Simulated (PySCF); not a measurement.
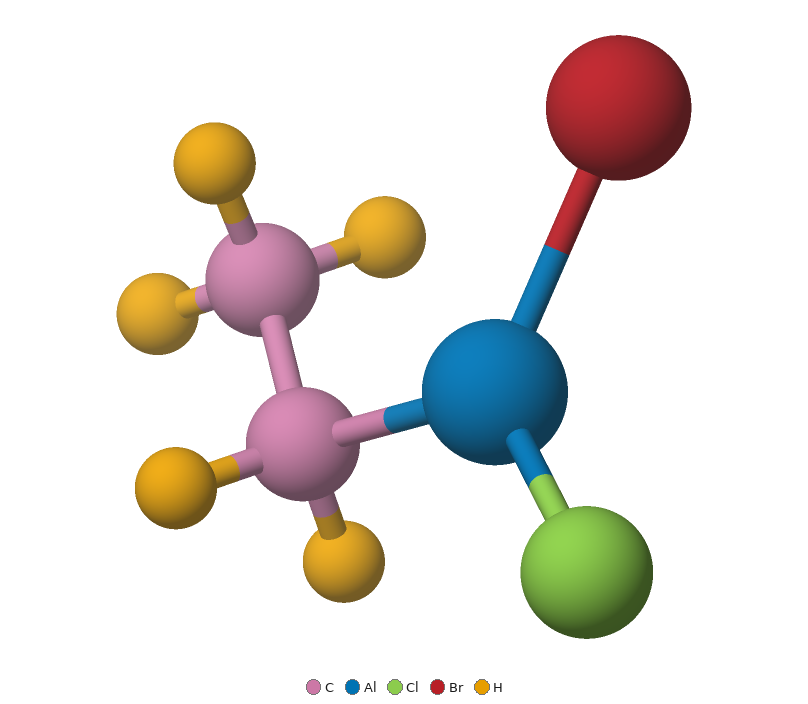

Computed geometry: GFN2-xTB optimisation. No frequency run is at hand to confirm it as a minimum.

What is the molecular formula?

C2H5AlBrCl, 10 atoms: 2 carbon, 5 hydrogen, 1 aluminium, 1 bromine and 1 chlorine.

How many sets of symmetry-equivalent atoms are there?

8: 1 C, 1 C, 1 Al, 1 Cl, 1 Br, 2 H, 1 H, 2 H.

What is its SMILES?

C[CH2][Al]([Cl])[Br]

Give the symmetry (Schoenflies symbol).

Cs.

More results for the same structure follow; atom numbers are the same in all pictures, views and colours differ.

### Geometry

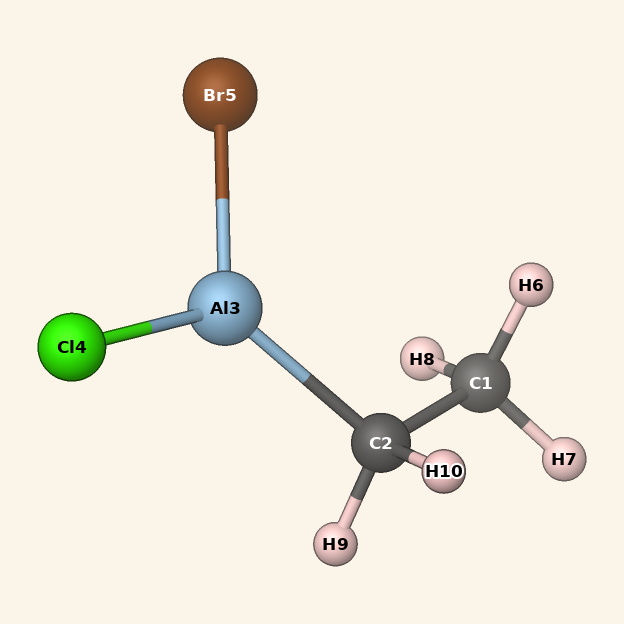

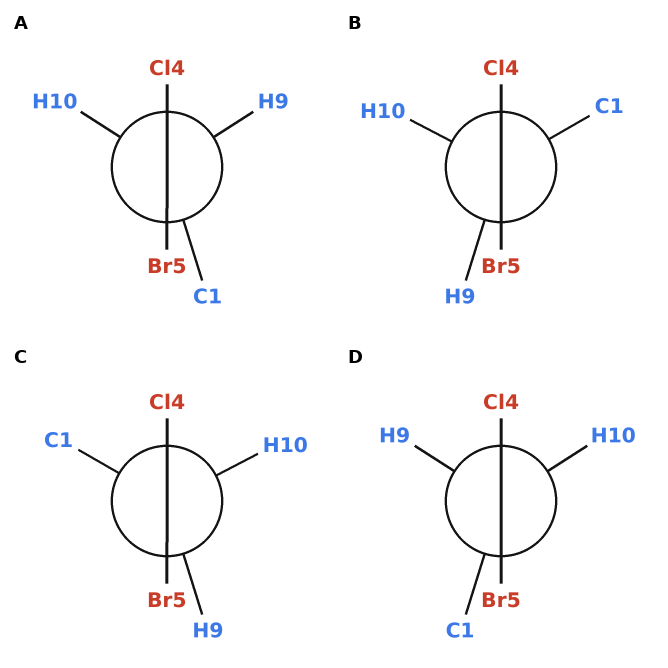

Atoms fade into the background with distance from the viewer. Bonds that would overlap in a projection are set slightly apart. No frequency run is at hand to confirm it as a minimum.

Which Newman projection shows the view along Al3–C2, with Al3 in front?

A. The torsion angle Br5–Al3–C2–C1 is 0°, synperiplanar (eclipsed).

### Electronic properties

No frequency run is at hand to confirm it as a minimum. Properties computed with PBE0/def2-SVPD, gas phase (PySCF 2.14.0). Excitations: vertical, linear response.

Estimate the LUMO energy (Kohn–Sham orbital).

−1.09 eV.

What is the HOMO energy (Kohn–Sham orbital)?

−8.23 eV.

Estimate the lowest vertical singlet excitation.

5.78 eV.

Estimate the brightest of the 8 lowest singlets.

6.36 eV.

### Core levels

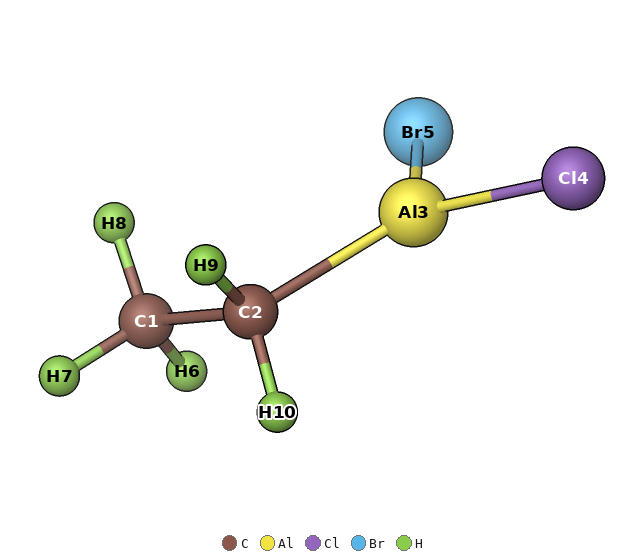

No frequency run is at hand to confirm it as a minimum. Method: delta-SCF UKS SCAN, pcX-2 on the ionised atom, pcseg-1 elsewhere, spin-free X2C (PySCF 2.14.0).

Give the core-electron binding energies (to vacuum; p and d levels without spin–orbit splitting) of C1 1s, C2 1s, Al3 1s, Al3 2p, Cl4 1s, Cl4 2p.

```json
{"atom": "C1", "level": "1s", "binding energy (eV)": "290.7"}
{"atom": "C2", "level": "1s", "binding energy (eV)": "290.2"}
{"atom": "Al3", "level": "1s", "binding energy (eV)": "1568.1"}
{"atom": "Al3", "level": "2p", "binding energy (eV)": "81.6"}
{"atom": "Cl4", "level": "1s", "binding energy (eV)": "2828.6"}
{"atom": "Cl4", "level": "2p", "binding energy (eV)": "206.6"}
```

### Polarisability

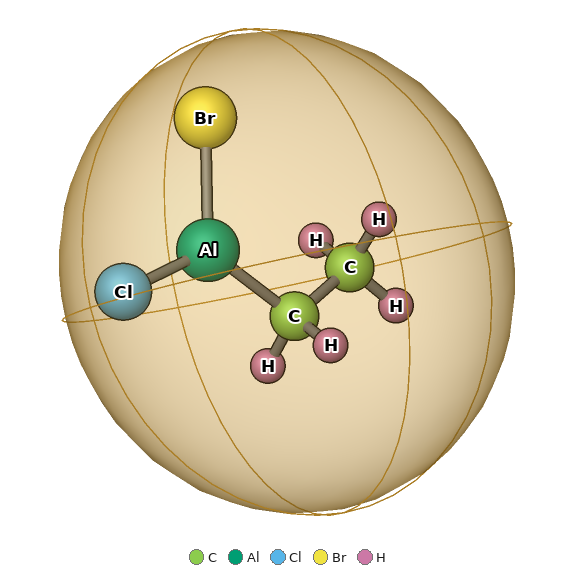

The ellipsoid shows the static dipole polarisability: its half-axes are proportional to the principal values. No frequency run is at hand to confirm it as a minimum. Method: PBE0/def2-SVPD (PySCF 2.14.0).

How large and how anisotropic is the polarisability?

Principal values 66.4, 91.0, 94.4 bohr³; mean 83.9 bohr³ (12.44 Å³); anisotropy 26.5 bohr³, so the longest axis is 1.42 times the shortest.

The geometry is semi-empirical. Around Al, Br such bond lengths and angles can be off by a tenth of an ångström or more and by several degrees, and values that hang on the shape move with them.
